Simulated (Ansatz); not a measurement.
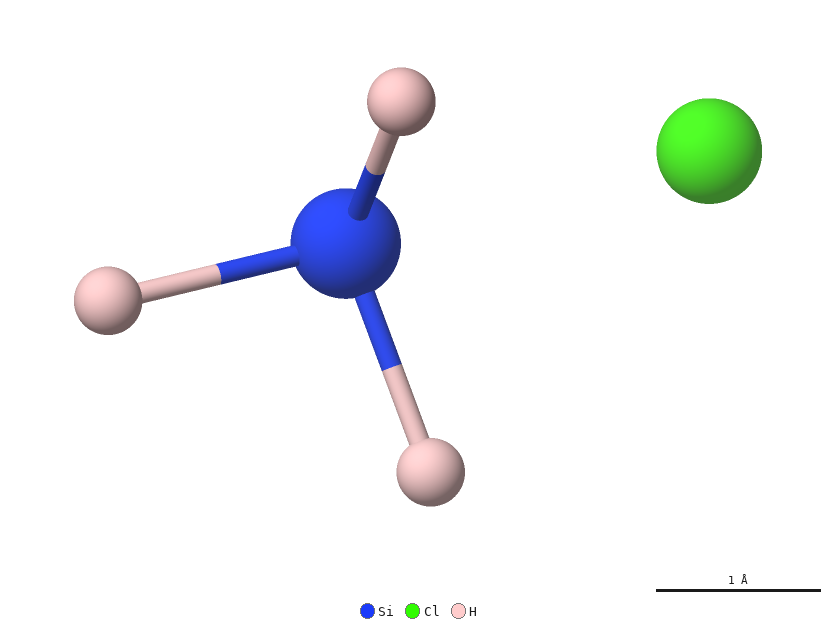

The structure as it stands in the input.

The calculation was set up as follows.

```yaml
crystal:
  periodic: [false, false, false]
  atoms:
    - {symbol: Si, position_ang: [-0.118774, 0.204905, 0.210751]}
    - {symbol: Cl, position_ang: [1.601065, -0.929801, 1.497857]}
    - {symbol: H, position_ang: [0.637153, 1.449771, 0.540539]}
    - {symbol: H, position_ang: [-1.051300, -0.280538, 1.271234]}
    - {symbol: H, position_ang: [-1.221077, 0.915304, -0.654119]}
basis:
  gaussian: {orbitals: def2-TZVP}
hamiltonian: {xc: pbe0, dispersion: d4}
relax: {f_tol: 0.005, max_steps: 200}
```

Result (its end):

```
668 factors; their error is unknown
mean field -20443.33419473 eV, -751.2786746667 hartree, gradient 2.4e-5 eV, S^2 0.000000; 1 other end points of the search recorded, 0 dependent functions left out
the calculation of the forces begins
reference -20443.33422089 eV, -751.2786756280 hartree; 17, 17 occupied and 75, 75 virtual orbitals, 668 factors
Total energy: -20443.39653813 eV, -751.2809657445 hartree
Atom 0 at    -0.124747     0.358284     0.560164 Å, force     0.000007    -0.000013    -0.000015 eV/Å
Atom 1 at     1.380798    -1.022455     0.769468 Å, force    -0.000040     0.000050     0.000024 eV/Å
Atom 2 at     0.430750     1.704371     0.828593 Å, force     0.000012    -0.000037    -0.000003 eV/Å
Atom 3 at    -1.194999     0.038322     1.532156 Å, force     0.000034    -0.000014    -0.000013 eV/Å
Atom 4 at    -0.644735     0.281119    -0.824118 Å, force    -0.000012     0.000015     0.000006 eV/Å
Dipole moment:    -0.192234     0.176300    -0.026721 e Å
```
